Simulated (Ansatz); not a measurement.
Cost and result by functional for the adsorption energy of H2O on the 1x1 (0001) surface of corundum (cut with top plane Al), one in a 1x1 cell, started at the site 'top Al', in Ansatz (plane waves, PAW). Single points on the PBE structure, on one kind of machine; costs are rough ratios of the slab run's core time (references not counted) to the cheapest single point. r2SCAN's cost holds its higher cutoff (500 against 420 eV). Differences are taken against HSE06 for comparison alone: no measured value is at hand, so the table doesn't rank accuracy. HSE06 ran on a coarser k-mesh, which lowers its cost and may carry part of its shift.

Host crystal: corundum, with a band gap (PBE, scalar-relativistic without spin-orbit coupling).

Slab: 23 atoms, 6.7 Å thick at the start under the adsorbate (thin: gaps and levels are the slab's own); k 6x6x1, smearing 0.01 eV, dipole-corrected; 9 atoms held, the rest relaxed; no symmetry held; no spin, no spin-orbit, no U, no dispersion correction. At the end it is bonded to Al. In PBE it is, or lies within 0.03 eV of, the lowest of the starts that converged. These notes are the PBE run's. Adsorption energies are against H2O(g). A negative adsorption energy means that the adsorbate is more stable on the surface than in its reference.

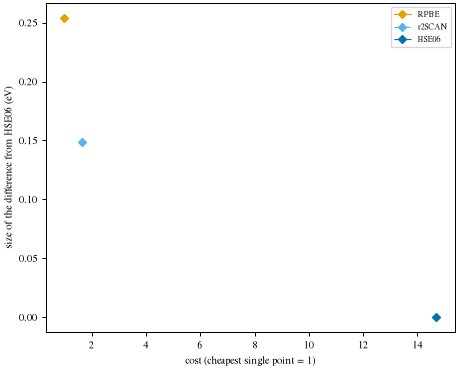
*Difference from HSE06 against cost*

```csv
functional,relative cost,adsorption energy (eV),less HSE06 (eV)
RPBE,1,-0.73,0.25
r2SCAN,2,-1.13,-0.15
HSE06,10,-0.98,0.00
PBE (the relaxed run's value),–,-0.95,0.04
```

The values span 0.40 eV, while the single points' costs differ by a factor of roughly 10. Differences are of unrounded values.

Ansatz is a first-principles code.
